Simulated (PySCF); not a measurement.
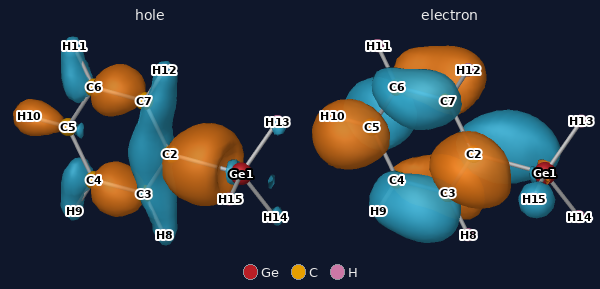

*GePhH3 (C₆H₈Ge). Leading natural transition orbital pair of S₃ (TDA singlet states); the surfaces enclose about 70 % of each orbital's density.*

Level of theory: ωB97X/def2-SVP (PySCF), at a geometry from GFN2-xTB. No frequency check shows the geometry to be a minimum. GFN2-xTB bond lengths at metals and heavier atoms can be off by up to 0.1 Å and shapes distorted, which carries into these values. Without diffuse functions Rydberg states are missing, so the states' numbers hold for this basis only.

Input

```python
import numpy as np
from pyscf import gto, scf, dft, tdscf
from pyscf.scf import atom_ks, atom_hf
from scipy.linalg import block_diag

def solve(mol, dm0=None, hcore=None):
    mf = (dft.UKS if mol.spin else dft.RKS)(mol, xc='wb97x')
    mf.grids.level = 3
    mf = mf.density_fit(auxbasis='def2-universal-jkfit')
    mf.conv_tol, mf.max_cycle = 1e-8, 80
    if hcore is not None:
        mf.get_hcore = lambda *args: hcore
    mf.kernel(dm0)
    if not mf.converged:
        mf = mf.newton().run(mf.mo_coeff, mf.mo_occ, max_cycle=30)
    assert mf.converged, 'SCF not converged'
    return mf

mol = gto.M(atom='''
Ge    -1.81809    -0.00003    -0.00146
C      0.13373    -0.00051     0.00961
C      0.84256    -1.19541     0.00637
C      2.22551    -1.19815    -0.00207
C      2.91922     0.00028    -0.00733
C      2.22505     1.19863    -0.00191
C      0.84224     1.19497     0.00693
H      0.29989    -2.13239     0.01501
H      2.76364    -2.13539    -0.00330
H      3.99960     0.00093    -0.01345
H      2.76375     2.13557    -0.00419
H      0.29946     2.13201     0.01366
H     -2.35705     1.18670     0.73031
H     -2.35384    -1.24352     0.63177
H     -2.36639     0.05841    -1.39278
''', basis='def2-svp', charge=0, spin=0, verbose=4)
mf = solve(mol)
td = mf.TDA()
td.nstates, td.singlet, td.conv_tol = 5, True, 1e-5
td.kernel()
td.analyze()
x, y = np.array([p[0] for p in td.xy]), np.array([p[1] + 0 * p[0] for p in td.xy])
f, mu = td.oscillator_strength(), td.transition_dipole()
nto = [td.get_nto(state=i + 1, verbose=4) for i in range(len(td.e))]
# spherically averaged free atoms, for the promolecule
atm = atom_ks.get_atm_nrks(mol, xc='wb97x')
pro = block_diag(*[(atm[a[0]][2] * atm[a[0]][3]) @ atm[a[0]][2].T for a in mol._atom])
np.savez('result.npz', e=td.e, f=f, ok=td.converged, w=[n[0] for n in nto], nto=[n[1] for n in nto], x=x, y=y, c=mf.mo_coeff, occ=mf.mo_occ, eps=mf.mo_energy, pro=pro, mu=mu)
```

Command:

```sh
OMP_NUM_THREADS=1 python input.py
```

The run took 17 min on 1 thread of AMD EPYC (Zen 3) (shared host), peak memory 0.92 GiB.

### Give its energy and the atoms that hole and electron lie on.

7.22 eV (172 nm), f = 0.010; the leading pair carries 97 %; hole on C2 (26 %), Ge1 (21 %) and C3 and C7 (10 % each), electron on C2 (24 %), C5 (18 %) and C3 and C7 (12 % each); their centroids lie 0.8 Å apart. In canonical orbitals it is mainly HOMO−2 → LUMO (95 %). The HOMO–LUMO gap is 11.18 eV.
